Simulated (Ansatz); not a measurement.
# CH₄FOSi (charge −1): what the fields show

The calculation's input:

```
crystal:
  periodic: [false, false, false]
  atoms:
    - {symbol: C, position_ang: [0.188581, 0.264483, 0.655339]}
    - {symbol: F, position_ang: [2.049389, -0.787253, -1.155127]}
    - {symbol: O, position_ang: [-0.619428, -1.556555, -1.598584]}
    - {symbol: Si, position_ang: [0.370486, -0.394134, -1.143349]}
    - {symbol: H, position_ang: [0.943422, 1.049857, 0.872994]}
    - {symbol: H, position_ang: [-0.820285, 0.700389, 0.807711]}
    - {symbol: H, position_ang: [0.317243, -0.556420, 1.390348]}
    - {symbol: H, position_ang: [0.411541, 0.859223, -2.021392]}
basis:
  gaussian:
    orbitals: def2-TZVPD
total_charge: -1
hamiltonian:
  xc: {name: PBE0}
output: {forces: true, orbitals: {seedname: orbitals}}
```

Run with:

```sh
ansatz run input.yaml --threads 2 --pin off --max-ram 4350MiB --events-out events.jsonl --progress --plain --runs-dir runs
```

Geometry: BLYP-D3(BJ)/def2-SVPD.

These are results of Ansatz 0.2.0, isolated molecule in a Gaussian basis; Kohn-Sham density functional theory, functional PBE0, not measurements.

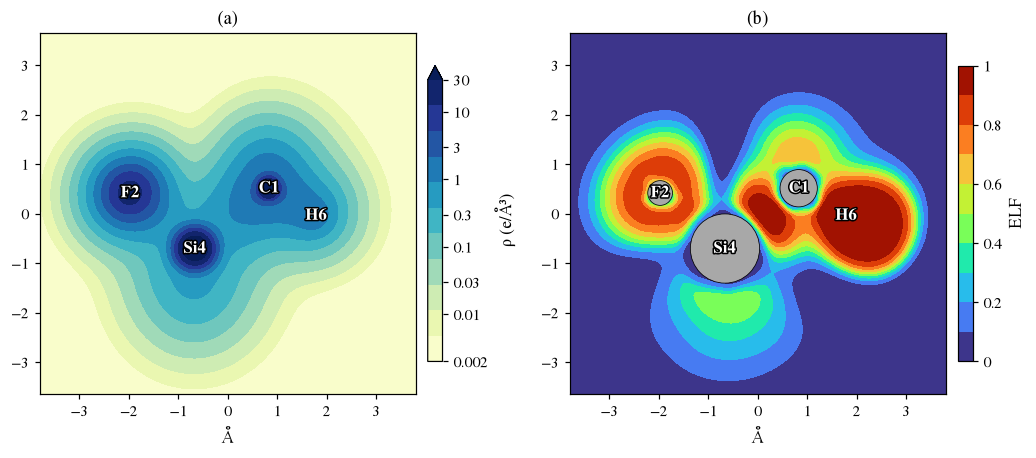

Figure 1. (a) electron density; (b) ELF on the plane of atoms C1, Si4 and F2. Grey discs cover the atomic cores in the ELF map.

Q: Interpret the plot.

A:
- The plane passes through C, F, Si and H nuclei.
- Si–F (1.72 Å): ρ is about 0.85 e/Å³ halfway; the ELF peaks at about 0.85 in the valence shell of F, 0.7 Å from its nucleus, and is about 0.45 at the midpoint.
- C–Si (1.92 Å): ρ at the midpoint is about 0.9 e/Å³; the ELF peaks at about 0.95 between the atoms, as expected for a covalent bond.
- C–H (1.11 Å): the density is about 1.9 e/Å³ at the midpoint; the ELF climbs to about 1 towards the hydrogen, as it does in any bond to H; a covalent bond by its length.
- The ELF also peaks beside F2, away from the bonds: lone-pair regions.

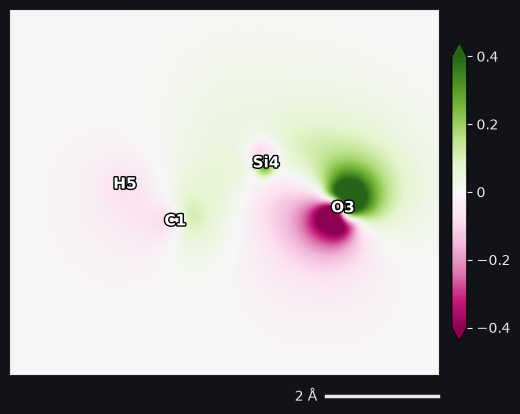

Figure 2. The HOMO−1 on the plane of atoms C1, Si4 and O3 (values in Å⁻³ᐟ²; the overall sign is arbitrary).

Q: Describe this orbital and give its energy.

A: It lies mainly on O3 (about 80 %) and Si4 (about 15 %). Its energy is −1.95 eV.

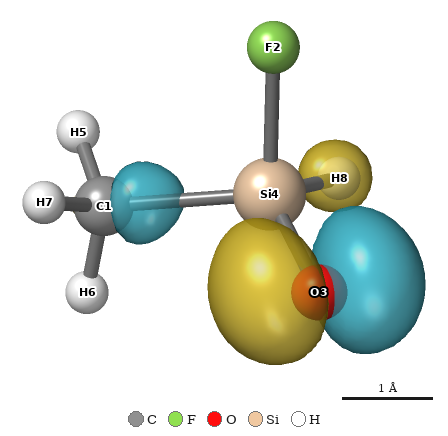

Figure 3. The HOMO at ±0.2 Å⁻³ᐟ² (yellow and cyan are the two phases), seen at a tilt.

Q: Where does this orbital lie, and at what energy?

A: By Hirshfeld shares it lies mainly on O3 (about 70 %), H8 (about 5 %) and C1 (about 5 %); largely a lone pair of O3. Its energy is −1.62 eV.
